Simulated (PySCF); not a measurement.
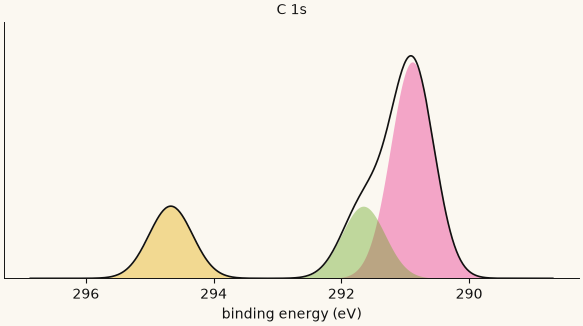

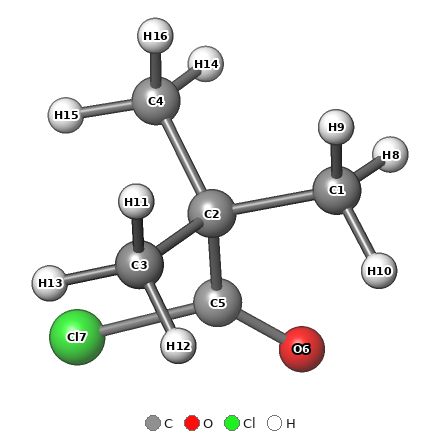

Simulated XPS of C₅H₉ClO (pivaloyl chloride), SMILES CC(C)(C)C(=O)Cl. Vertical core-electron binding energies by ΔSCF (SCAN, pcX-2 on the ionised atom, pcseg-1 elsewhere, spin-free X2C; PySCF 2.14.0, at a PBE0-D3(BJ)/def2-SVP geometry (no frequency check)), gas phase, against the vacuum level. One atom of each kind was ionised; within a panel, areas follow the number of like atoms, Gaussians of 0.8 eV full width. Only the regions named are shown. Lines closer than the width merge in the curve.

**Assign the components.**

| level | atoms | binding energy (eV) |
| --- | --- | --- |
| C 1s | C5 | 294.7 |
| C 1s | C2 | 291.7 |
| C 1s | C1, C3, C4 | 290.9 |

**How large is the chemical shift across the C 1s region?**

3.8 eV, from C1, C3, C4 at 290.9 eV to C5 at 294.7 eV.
